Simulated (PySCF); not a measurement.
Ge(Me)(SMe)3, SMILES C[S][Ge]([CH3])([S]C)[S]C, GFN2-xTB optimised geometry. Atoms within 1.6 Å of the plane z = 0.0 Å (x, y, z in Å): C1 (2.23, 0.02, -1.05), S2 (1.89, -1.42, 0.00), Ge3 (-0.37, -1.42, 0.00), C4 (-1.15, -2.39, -1.59), S5 (-1.07, 0.75, 0.00), C6 (-2.86, 0.46, 0.19), H9 (1.68, 0.88, -0.69), H11 (3.30, 0.20, -0.97), H13 (-2.16, -2.71, -1.36), H15 (-3.30, 1.42, 0.41), H16 (-3.27, 0.06, -0.74), H17 (-3.04, -0.23, 1.01).

Level of theory: B3LYP/def2-SVP (PySCF 2.14.0). Cells within 0.4 Å of a nucleus heavier than hydrogen are left out (blank, or x).

Map of the electrostatic potential (hartree/e), clipped to [-0.08, 0.12] on the plane z = 0.0 Å:

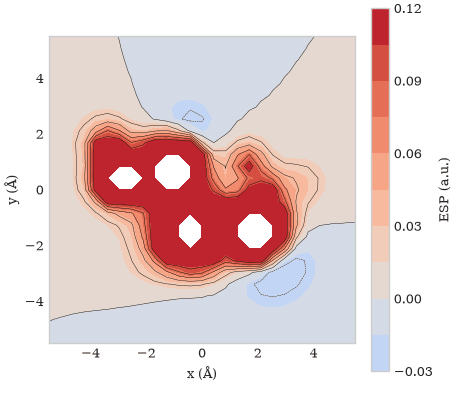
Fig. 1. Electrostatic potential (hartree/e), clipped to [-0.08, 0.12] on the plane z = 0.0 Å.
